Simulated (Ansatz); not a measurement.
Cost and result by functional for the surface energy of the (322) surface of fcc Au in its 1x1 cell, outermost plane spacing 0.50 Å in the ideal cut, in Ansatz (plane waves, PAW). Single points on the PBE structure, on one kind of machine; costs are rough ratios of the slab run's core time (references not counted) to the cheapest single point. r2SCAN's cost holds its higher cutoff (500 against 420 eV). Differences are taken against r2SCAN for comparison alone: no measured value is at hand, so the table doesn't rank accuracy.

Model: 21-atom slab, 10.1 Å thick at the start (thin: gaps and levels are the slab's own), 13x3x1 mesh, Fermi-Dirac 0.1 eV, dipole correction, all atoms relaxed; start symmetry kept, larger cells not searched; no spin, no spin-orbit, no U. These notes are the PBE run's.

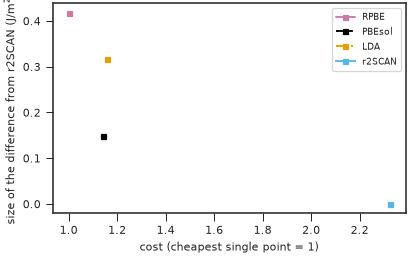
*Difference from r2SCAN against cost*

```csv
functional,relative cost,surface energy (J/m²),less r2SCAN (J/m²)
RPBE,1,0.55,-0.42
PBEsol,1,1.12,0.15
LDA,1,1.28,0.32
r2SCAN,2,0.97,0.00
PBE (the relaxed run's value),–,0.78,-0.19
```

The values span 0.73 J/m², while the single points' costs differ by a factor of roughly 2. Differences are of unrounded values.

Ansatz is a first-principles code.
